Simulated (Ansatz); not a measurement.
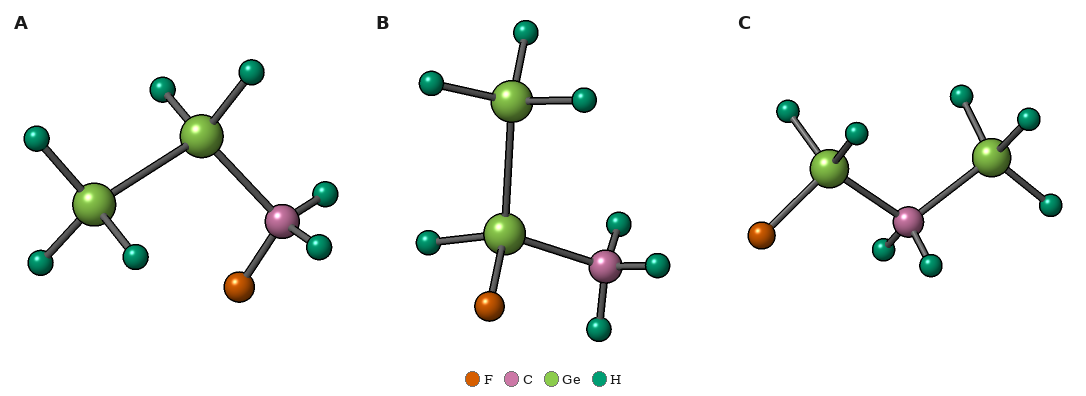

(Drawn from a calculation with Ansatz.)

Which panel belongs to which SMILES?
(1) [F][GeH2][CH2][GeH3]
(2) F[CH2][GeH2][GeH3]
(3) [CH3][Ge@@H]([F])[GeH3]

A is (2), B is (3), C is (1).
